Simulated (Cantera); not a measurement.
Charge: 1 mol B2H6, 1.7 mol O2, 170 mol H2, at 0.00140 bar.

Equilibrium computed with Cantera from the NASA thermochemical tables; the gas is ideal and each condensed phase is pure. Candidate condensed phases: B, B2O3, B3O3H3, H2O; 23 gas species. The feed counts by its element totals alone. Rates play no part.

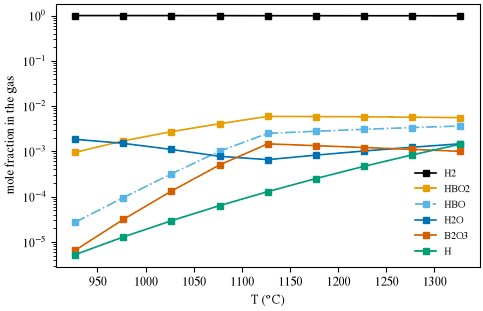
*Equilibrium gas composition (values under 1e-9 drawn at 1e-9)*

Question: Read off the mole fractions at 1177 °C.

Answer: H2 about 0.99, HBO2 about 0.0059, HBO about 0.0028, B2O3 about 0.0013, H2O about 0.00083, H about 0.00025.
